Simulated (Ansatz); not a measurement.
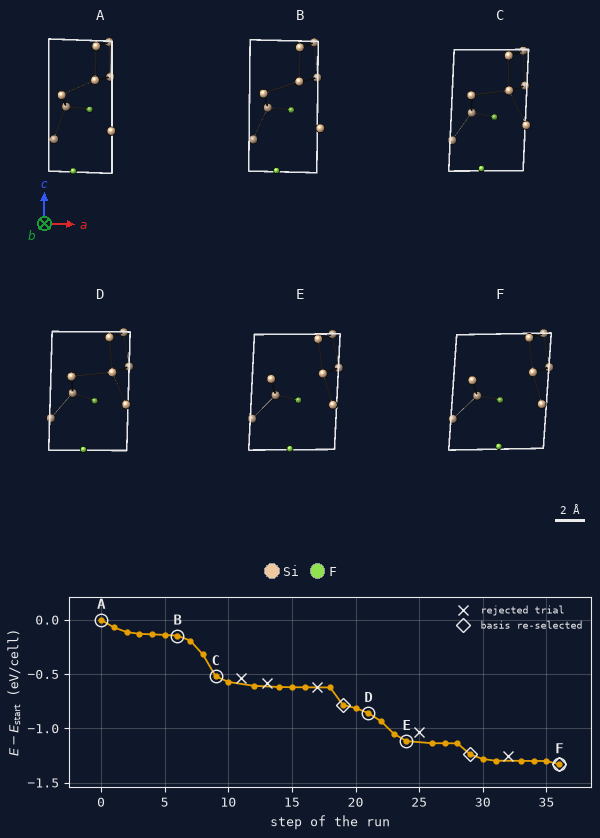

Frames of a relaxation of a crystal of Si4F (a generated structure, set up in Pm) (coarse preliminary run), marked on the history of the run. Style: ball-and-stick. Shown: the cell of the calculation, along the b axis.

All numbers below come from DFT PBE, scalar-relativistic, plane waves, PAW (Ansatz). Settings: plane-wave cutoff 420 eV; k-point mesh 4 × 4 × 2; occupations gaussian; smearing width 0.1 eV; no spin polarisation; cell and atoms relaxed; force threshold 0.04 eV/Å; at most 70 steps.

### What happens along the run?

An F atom moves most relative to the cell: 1.03 Å along [−3 0 −1]. Largest moves by element: F 1.03 Å, Si 0.73 Å. The drawn cell changes as follows: a 4.400 → 6.573 Å (+49.4 %), b 4.564 → 4.406 Å (−3.5 %), c 9.180 → 8.030 Å (−12.5 %), β 92.1° → 85.0°; the volume changes by +25.7 %. Among the contacts that change: Si–Si 2.539 → 4.245 Å, Si–Si 3.711 → 2.288 Å, Si–Si 2.878 → 2.644 Å, Si–Si 2.591 → 2.428 Å. Bond angles that change, for instance: Si–Si–Si 97.9° → 55.7°, Si–Si–Si 129.1° → 93.3°, Si–Si–F 103.3° → 126.0°. The space group stays Pm (No. 6). The energy falls by 1.331 eV per cell of the calculation in 28 accepted moves (36 points after the start). Largest force component: 0.52 eV/Å at the start, 0.018 eV/Å at the end. The pressure goes from 0.58 to 0.11 GPa. The line search rejected the trial steps at points 11, 13, 17, 25, 32 of the run. At 3 points the geometry stayed and the basis and grid were re-selected for the new cell (energy shift of 0.161 eV per cell of the calculation at most each time). The run took 3.1 min on 1 thread of Intel(R) Xeon(R) 6975P-C (Granite Rapids) (shared host), peak memory 0.49 GiB. From step 0 to 6: a Si atom moves most (0.30 Å), volume +3.9 %, energy −0.145 eV per cell of the calculation. From step 6 to 9: a Si atom moves most (0.38 Å), volume +0.3 %, energy −0.374 eV per cell of the calculation. From step 9 to 21: a Si atom moves most (0.23 Å), volume +2.6 %, energy −0.339 eV per cell of the calculation. From step 21 to 24: a Si atom moves most (0.27 Å), volume +7.0 %, energy −0.258 eV per cell of the calculation. From step 24 to 36: an F atom moves most (0.35 Å), volume +9.9 %, energy −0.214 eV per cell of the calculation.
